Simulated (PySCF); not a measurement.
## CH4FSSi (charge −1): saddle-point search (part 4 of 4)

Continued. System: CH4FSSi, charge −1. Method: HF/STO-3G, RHF (PySCF 2.14.0). 

Geometry of the input (Å):
```
C  0.7389  1.0482  -0.4270
S  0.5570  0.0590  1.0749
Si -1.3475  -0.9169  0.3828
F  -0.7422  -2.2390  -0.4873
H  0.9911  0.3951  -1.2636
H  -0.2511  0.8415  0.4047
H  1.5414  1.7721  -0.2785
H  -1.5390  -1.6793  1.6423
```

### Trajectory as extended XYZ, continued
```
8
Properties=species:S:1:pos:R:3:forces:R:3 step=2 energy=-22209.69355
C     0.7487    1.0645   -0.4474   -0.3039   1.2008  -1.8801
S     0.5413    0.0631    1.0680    2.8590  -4.9729   4.4199
Si   -1.3683   -0.9334    0.3867   -1.0712  -1.8340  -0.4302
F    -0.7448   -2.2410   -0.4828    0.0150   0.6665   0.6417
H     1.0077    0.3997   -1.2728   -0.1056   0.0742   0.2898
H    -0.2749    0.8592    0.4243   -1.3114   4.8930  -3.1895
H     1.5680    1.7643   -0.2770   -0.3724  -0.1573   0.2875
H    -1.5292   -1.6958    1.6492    0.2904   0.1297  -0.1391
8
Properties=species:S:1:pos:R:3:forces:R:3 step=3 energy=-22209.74997
C     0.7573    1.0782   -0.4640   -0.3548   1.1709  -1.8533
S     0.5280    0.0662    1.0615    2.3227  -4.2956   3.6677
Si   -1.3855   -0.9477    0.3901   -0.9388  -1.7181  -0.4211
F    -0.7473   -2.2433   -0.4788    0.0120   0.5816   0.5730
H     1.0213    0.4040   -1.2805   -0.0095   0.0235   0.2794
H    -0.2939    0.8752    0.4395   -1.0455   4.3067  -2.4065
H     1.5896    1.7575   -0.2748   -0.2480  -0.1916   0.2816
H    -1.5209   -1.7093    1.6551    0.2618   0.1227  -0.1209
8
Properties=species:S:1:pos:R:3:forces:R:3 step=4 energy=-22209.86283
C     0.7698    1.0976   -0.4867   -0.3582   1.1257  -1.8345
S     0.5085    0.0695    1.0511    1.5742  -3.3600   2.6814
Si   -1.4099   -0.9691    0.3951   -0.7470  -1.5456  -0.3887
F    -0.7508   -2.2481   -0.4725    0.0092   0.4620   0.4739
H     1.0392    0.4110   -1.2914    0.1211  -0.0415   0.2622
H    -0.3185    0.9011    0.4589   -0.7327   3.4910  -1.3626
H     1.6195    1.7469   -0.2700   -0.0847  -0.2396   0.2642
H    -1.5091   -1.7282    1.6636    0.2181   0.1080  -0.0959
8
Properties=species:S:1:pos:R:3:forces:R:3 step=5 energy=-22210.03890
C     0.7832    1.1197   -0.5100   -0.3486   1.0333  -1.7213
S     0.4855    0.0707    1.0381    0.7370  -2.3589   1.7034
Si   -1.4374   -0.9960    0.4004   -0.5043  -1.3035  -0.3100
F    -0.7536   -2.2568   -0.4636    0.0101   0.3209   0.3520
H     1.0547    0.4208   -1.3039    0.2303  -0.0967   0.2337
H    -0.3396    0.9402    0.4753   -0.3426   2.5949  -0.4197
H     1.6522    1.7316   -0.2614    0.0562  -0.2753   0.2298
H    -1.4964   -1.7497    1.6732    0.1619   0.0853  -0.0678
8
Properties=species:S:1:pos:R:3:forces:R:3 step=6 energy=-22210.22248
C     0.7913    1.1389   -0.5250   -0.4084   0.8892  -1.4100
S     0.4642    0.0665    1.0265    0.0517  -1.6138   1.0535
Si   -1.4604   -1.0234    0.4033   -0.2518  -1.0005  -0.1914
F    -0.7518   -2.2700   -0.4523    0.0172   0.1890   0.2309
H     1.0568    0.4326   -1.3145    0.2378  -0.1138   0.1954
H    -0.3412    0.9922    0.4788    0.1495   1.8507  -0.0231
H     1.6783    1.7124   -0.2492    0.0975  -0.2633   0.1875
H    -1.4886   -1.7686    1.6806    0.1065   0.0625  -0.0427
8
Properties=species:S:1:pos:R:3:forces:R:3 step=7 energy=-22210.37220
C     0.7944    1.1578   -0.5371   -0.4392   0.7411  -1.0715
S     0.4422    0.0623    1.0166   -0.3423  -1.1584   0.6765
Si   -1.4792   -1.0495    0.4036   -0.0385  -0.7177  -0.0895
F    -0.7466   -2.2858   -0.4411    0.0235   0.0944   0.1378
H     1.0506    0.4437   -1.3229    0.2017  -0.1076   0.1544
H    -0.3268    1.0462    0.4798    0.4303   1.3363   0.0786
H     1.6989    1.6906   -0.2365    0.1012  -0.2332   0.1380
H    -1.4849   -1.7848    1.6859    0.0633   0.0451  -0.0242
8
Properties=species:S:1:pos:R:3:forces:R:3 step=8 energy=-22210.49192
C     0.7958    1.1782   -0.5506   -0.3817   0.6161  -0.8307
S     0.4175    0.0614    1.0071   -0.5500  -0.8163   0.4125
Si   -1.4953   -1.0742    0.4027    0.1106  -0.4944  -0.0259
F    -0.7394   -2.3013   -0.4317    0.0265   0.0378   0.0765
H     1.0421    0.4528   -1.3301    0.1741  -0.0975   0.1172
H    -0.3076    1.0971    0.4865    0.4764   0.9324   0.1795
H     1.7178    1.6663   -0.2258    0.1108  -0.2104   0.0830
H    -1.4823   -1.7996    1.6899    0.0333   0.0323  -0.0121
8
Properties=species:S:1:pos:R:3:forces:R:3 step=9 energy=-22210.58463
C     0.7949    1.1967   -0.5621   -0.2964   0.5080  -0.6243
S     0.3923    0.0612    1.0003   -0.6138  -0.5474   0.2478
Si   -1.5069   -1.0954    0.4002    0.1855  -0.3262   0.0034
F    -0.7280   -2.3147   -0.4237    0.0265   0.0089   0.0396
H     1.0285    0.4597   -1.3357    0.1298  -0.0824   0.0891
H    -0.2841    1.1451    0.4961    0.4481   0.6018   0.2111
H     1.7338    1.6399   -0.2184    0.1039  -0.1876   0.0375
H    -1.4821   -1.8120    1.6916    0.0166   0.0249  -0.0041
8
Properties=species:S:1:pos:R:3:forces:R:3 step=10 energy=-22210.65251
C     0.7916    1.2130   -0.5710   -0.2049   0.4127  -0.4331
S     0.3679    0.0611    0.9968   -0.5575  -0.3577   0.1687
Si   -1.5138   -1.1122    0.3954    0.1994  -0.2077   0.0096
F    -0.7117   -2.3248   -0.4171    0.0234  -0.0028   0.0193
H     1.0087    0.4643   -1.3392    0.0731  -0.0644   0.0628
H    -0.2567    1.1882    0.5075    0.3700   0.3601   0.1707
H     1.7467    1.6119   -0.2148    0.0889  -0.1602   0.0020
H    -1.4841   -1.8208    1.6906    0.0074   0.0201   0.0001
8
Properties=species:S:1:pos:R:3:forces:R:3 step=11 energy=-22210.70394
C     0.7863    1.2296   -0.5784   -0.0984   0.3186  -0.2553
S     0.3420    0.0620    0.9972   -0.4108  -0.2044   0.1376
Si   -1.5168   -1.1265    0.3869    0.1641  -0.1244  -0.0001
F    -0.6877   -2.3319   -0.4109    0.0171  -0.0049   0.0091
H     0.9786    0.4669   -1.3404    0.0117  -0.0441   0.0330
H    -0.2248    1.2295    0.5233    0.2413   0.1726   0.1002
H     1.7596    1.5782   -0.2159    0.0730  -0.1283  -0.0261
H    -1.4886   -1.8271    1.6863    0.0018   0.0149   0.0016
8
Properties=species:S:1:pos:R:3:forces:R:3 step=12 energy=-22210.73258
C     0.7810    1.2432   -0.5824   -0.0140   0.2422  -0.1291
S     0.3213    0.0642    1.0027   -0.2546  -0.0997   0.1271
Si   -1.5153   -1.1357    0.3764    0.1130  -0.0784  -0.0118
F    -0.6606   -2.3345   -0.4059    0.0104  -0.0045   0.0046
H     0.9434    0.4676   -1.3391   -0.0342  -0.0258   0.0103
H    -0.1974    1.2603    0.5404    0.1236   0.0604   0.0348
H     1.7717    1.5457   -0.2227    0.0572  -0.1037  -0.0375
H    -1.4954   -1.8302    1.6789   -0.0014   0.0095   0.0017
8
Properties=species:S:1:pos:R:3:forces:R:3 step=13 energy=-22210.75013
C     0.7766    1.2561   -0.5830    0.0420   0.1700  -0.0350
S     0.3045    0.0687    1.0135   -0.1236  -0.0345   0.1157
Si   -1.5095   -1.1415    0.3629    0.0680  -0.0482  -0.0168
F    -0.6284   -2.3341   -0.4009    0.0047  -0.0034   0.0024
H     0.8985    0.4683   -1.3354   -0.0625  -0.0068  -0.0071
H    -0.1742    1.2847    0.5586    0.0349   0.0004  -0.0233
H     1.7861    1.5097   -0.2353    0.0398  -0.0819  -0.0372
H    -1.5050   -1.8313    1.6678   -0.0033   0.0043   0.0013
8
Properties=species:S:1:pos:R:3:forces:R:3 step=14 energy=-22210.76150
C     0.7753    1.2688   -0.5808    0.0629   0.1047   0.0204
S     0.2923    0.0754    1.0274   -0.0500  -0.0143   0.0921
Si   -1.5007   -1.1449    0.3484    0.0448  -0.0258  -0.0104
F    -0.5951   -2.3325   -0.3952    0.0018  -0.0034   0.0006
H     0.8488    0.4720   -1.3306   -0.0661   0.0081  -0.0175
H    -0.1593    1.3016    0.5748   -0.0135  -0.0084  -0.0544
H     1.8029    1.4712   -0.2508    0.0246  -0.0610  -0.0316
H    -1.5157   -1.8310    1.6551   -0.0044  -0.0001   0.0008
8
Properties=species:S:1:pos:R:3:forces:R:3 step=15 energy=-22210.76948
C     0.7781    1.2809   -0.5768    0.0586   0.0525   0.0385
S     0.2824    0.0838    1.0414   -0.0180  -0.0051   0.0487
Si   -1.4907   -1.1475    0.3349    0.0317  -0.0130  -0.0017
F    -0.5634   -2.3309   -0.3887    0.0010  -0.0024  -0.0001
H     0.7998    0.4805   -1.3267   -0.0496   0.0123  -0.0175
H    -0.1527    1.3134    0.5881   -0.0351   0.0016  -0.0433
H     1.8213    1.4309   -0.2667    0.0149  -0.0439  -0.0250
H    -1.5261   -1.8304    1.6427   -0.0036  -0.0020   0.0004
8
Properties=species:S:1:pos:R:3:forces:R:3 step=16 energy=-22210.77480
C     0.7836    1.2906   -0.5711    0.0418   0.0186   0.0343
S     0.2728    0.0934    1.0554   -0.0011   0.0264  -0.0095
Si   -1.4801   -1.1493    0.3226    0.0149  -0.0125   0.0021
F    -0.5324   -2.3282   -0.3821    0.0001  -0.0007   0.0000
H     0.7519    0.4925   -1.3237   -0.0257   0.0068  -0.0069
H    -0.1516    1.3239    0.5996   -0.0373  -0.0041  -0.0046
H     1.8397    1.3883   -0.2832    0.0079  -0.0334  -0.0156
H    -1.5353   -1.8306    1.6307   -0.0007  -0.0012   0.0001
8
Properties=species:S:1:pos:R:3:forces:R:3 step=17 energy=-22210.77755
C     0.7901    1.2969   -0.5632    0.0196  -0.0023   0.0270
S     0.2625    0.1046    1.0692    0.0080   0.0593  -0.0550
Si   -1.4692   -1.1506    0.3117   -0.0032  -0.0181   0.0016
F    -0.5012   -2.3228   -0.3770   -0.0018   0.0008   0.0005
H     0.7040    0.5060   -1.3194   -0.0056  -0.0002   0.0046
H    -0.1526    1.3356    0.6075   -0.0203  -0.0185   0.0247
H     1.8563    1.3429   -0.2997    0.0012  -0.0214  -0.0040
H    -1.5413   -1.8320    1.6189    0.0021   0.0005   0.0006
8
Properties=species:S:1:pos:R:3:forces:R:3 step=18 energy=-22210.77805
C     0.7971    1.2973   -0.5576    0.0017  -0.0116   0.0260
S     0.2545    0.1121    1.0750    0.0083   0.0446  -0.0509
Si   -1.4661   -1.1503    0.3056   -0.0079  -0.0166   0.0013
F    -0.4883   -2.3199   -0.3735   -0.0017   0.0009   0.0005
H     0.6845    0.5117   -1.3156    0.0004  -0.0011   0.0056
H    -0.1531    1.3431    0.6049   -0.0004  -0.0086   0.0151
H     1.8663    1.3163   -0.3039   -0.0020  -0.0081   0.0015
H    -1.5462   -1.8299    1.6132    0.0014   0.0006   0.0009
8
Properties=species:S:1:pos:R:3:forces:R:3 step=19 energy=-22210.77825
C     0.9158    1.2317   -0.5396   -0.0117  -0.0162   0.0220
S     0.1506    0.1654    1.0812    0.0061  -0.0067  -0.0118
Si   -1.5111   -1.1039    0.1997   -0.0013  -0.0039   0.0019
F    -0.5002   -2.3377   -0.2908    0.0011   0.0006   0.0006
H     0.8582    0.4076   -1.2617   -0.0003   0.0023  -0.0011
H    -0.1596    1.3745    0.4940    0.0082   0.0204  -0.0108
H     1.9499    1.2322   -0.1680   -0.0008   0.0042  -0.0006
H    -1.7563   -1.6943    1.5298   -0.0013  -0.0007  -0.0001
8
Properties=species:S:1:pos:R:3:forces:R:3 step=20 energy=-22210.77830
C     0.9874    1.1867   -0.5226   -0.0071  -0.0081   0.0085
S     0.0926    0.1972    1.0775    0.0030  -0.0039  -0.0093
Si   -1.5364   -1.0725    0.1357    0.0031   0.0019   0.0012
F    -0.5224   -2.3422   -0.2437    0.0012  -0.0003   0.0003
H     0.9625    0.3386   -1.2184    0.0023  -0.0013  -0.0007
H    -0.1526    1.3903    0.4305   -0.0048   0.0120   0.0023
H     1.9940    1.1836   -0.0822    0.0023  -0.0009  -0.0019
H    -1.8788   -1.6084    1.4674    0.0000   0.0006  -0.0006
8
Properties=species:S:1:pos:R:3:forces:R:3 step=21 energy=-22210.77836
C     1.1402    1.0744   -0.4688    0.0097   0.0060  -0.0130
S     0.0076    0.2475    1.0648    0.0092   0.0223  -0.0174
Si   -1.5926   -0.9708    0.0120   -0.0015  -0.0022  -0.0025
F    -0.6355   -2.3247   -0.1768   -0.0001   0.0021   0.0012
H     1.1344    0.1918   -1.1204   -0.0003  -0.0042   0.0063
H    -0.0818    1.4149    0.3349   -0.0155  -0.0171   0.0234
H     2.0911    1.0365    0.0802   -0.0017  -0.0071   0.0026
H    -2.1190   -1.3987    1.3227    0.0001   0.0002  -0.0007
8
Properties=species:S:1:pos:R:3:forces:R:3 step=22 energy=-22210.77835
C     1.1072    1.0989   -0.4839    0.0018   0.0018  -0.0023
S     0.0320    0.2324    1.0702    0.0039   0.0113  -0.0073
Si   -1.5833   -0.9882    0.0442   -0.0022  -0.0029  -0.0018
F    -0.6163   -2.3274   -0.1927   -0.0004   0.0005   0.0003
H     1.0904    0.2265   -1.1489   -0.0005  -0.0009   0.0023
H    -0.0922    1.4098    0.3614   -0.0016  -0.0084   0.0080
H     2.0746    1.0620    0.0356   -0.0012  -0.0018   0.0008
H    -2.0676   -1.4426    1.3621    0.0001   0.0004   0.0000
8
Properties=species:S:1:pos:R:3:forces:R:3 step=23 energy=-22210.77835
C     1.1071    1.0997   -0.4835   -0.0005   0.0003   0.0003
S     0.0328    0.2313    1.0700    0.0017   0.0030  -0.0011
Si   -1.5826   -0.9887    0.0433   -0.0016  -0.0016  -0.0008
F    -0.6167   -2.3291   -0.1912    0.0000   0.0005   0.0003
H     1.0898    0.2281   -1.1494   -0.0004   0.0003   0.0005
H    -0.0915    1.4092    0.3621    0.0018  -0.0023   0.0007
H     2.0747    1.0620    0.0355   -0.0006   0.0001   0.0002
H    -2.0687   -1.4413    1.3612   -0.0004  -0.0002  -0.0001
8
Properties=species:S:1:pos:R:3:forces:R:3 step=24 energy=-22210.77835
C     1.1073    1.1002   -0.4835   -0.0010  -0.0007   0.0009
S     0.0333    0.2308    1.0698   -0.0006  -0.0017   0.0015
Si   -1.5825   -0.9889    0.0431    0.0003   0.0002   0.0000
F    -0.6172   -2.3299   -0.1904    0.0001  -0.0002   0.0000
H     1.0897    0.2288   -1.1497    0.0001   0.0003  -0.0005
H    -0.0911    1.4089    0.3624    0.0010   0.0015  -0.0015
H     2.0749    1.0620    0.0355    0.0003   0.0006  -0.0003
H    -2.0694   -1.4406    1.3609   -0.0001   0.0001   0.0000
```

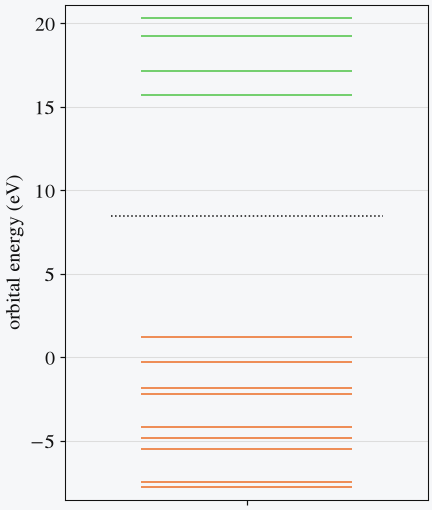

Figure 1. Orbital energies near the frontier; the dotted line parts filled from empty levels, and levels within 0.02 eV of each other stand side by side. Highest filled 1.22 eV, lowest empty 15.70 eV, 14.48 eV apart.

### Key numbers

- outcome: converged
- total energy: −816.231049 hartree
- basis functions: 32
- HOMO: 1.22 eV
- LUMO: 15.70 eV
- hardware: 1 thread of Arm Neoverse V1, 24 GiB of memory available, shared host
- wall time: 29 s
- peak memory: 0.31 GiB

The record of the run, not the program, notes: dipole of an ion depends on the origin.
